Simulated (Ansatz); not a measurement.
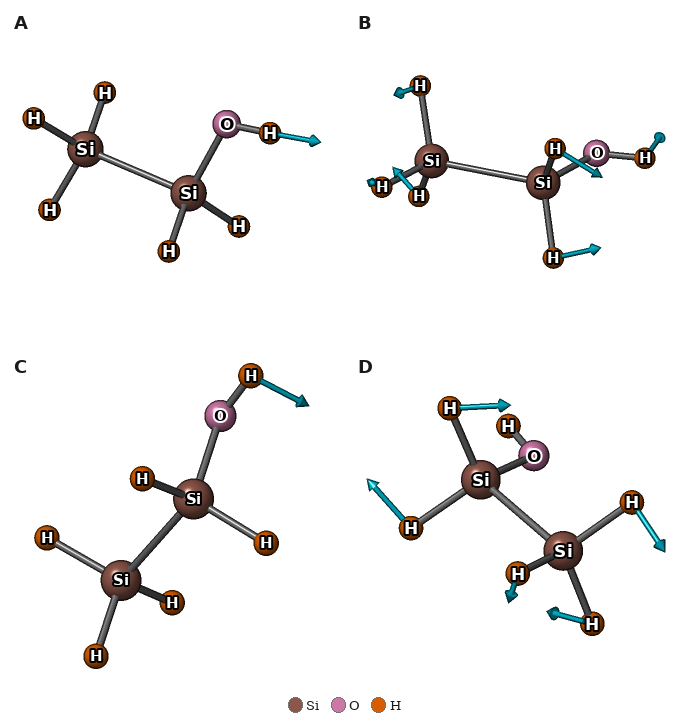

4 normal modes of one molecule or complex, as arrows. Harmonic vibrations computed with RKS PBE0-D4/def2-TZVP (Ansatz 0.2.0) at a stationary point of the same level.

**Match the panels to the wavenumbers 192 cm⁻¹, 614 cm⁻¹, 955 cm⁻¹, 3917 cm⁻¹.**

A: 3917 cm⁻¹, O–H stretching
B: 955 cm⁻¹, angle bending
C: 192 cm⁻¹, a torsion or out-of-plane motion in which bond lengths and bond angles hardly change
D: 614 cm⁻¹, H–Si–Si bending
